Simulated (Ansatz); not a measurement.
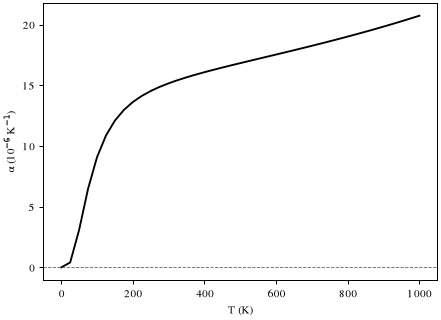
Figure: Linear thermal expansion of Cu in the fcc (Cu type) structure from quasi-harmonic lattice dynamics, PBEsol density-functional theory in Ansatz (plane waves, PAW)

Question: Read off α at 500 K, and say whether it is negative anywhere.

Answer: About 17 × 10⁻⁶ K⁻¹. It is not negative in the range shown.

Ansatz is a program for electronic structure.
